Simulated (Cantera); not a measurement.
A closed system holds: 1 mol Si, 0.34 mol H2O, 2.2 mol H2, equilibrated at 1975 K.

These are equilibrium values from Cantera (NASA tables, ideal gas, pure condensed phases), not measurements of a reactor. Candidate condensed phases: H2O, Si, SiO2; 18 gas species. Each liquid is taken as pure. Mutual solubility and eutectic melting of coexisting phases are not modelled. The tables hold silica as quartz up to 1696 K and as liquid above; real silica turns to tridymite and cristobalite and melts near 1996 K. Gases not in the tables: Si2H6 and higher silanes. The numbers say what is thermodynamically allowed, not how fast it happens.

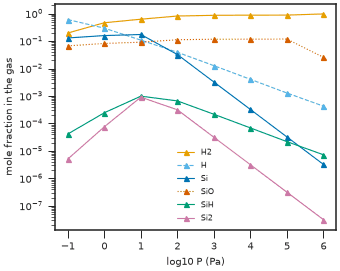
*Equilibrium gas composition (values under 1e-9 drawn at 1e-9)*

Read off the mole fractions at 10.0 mbar.

H2 about 0.87, SiO about 0.12, H about 0.013, Si about 0.0032, SiH about 0.00022, Si2 about 3.2e-5.
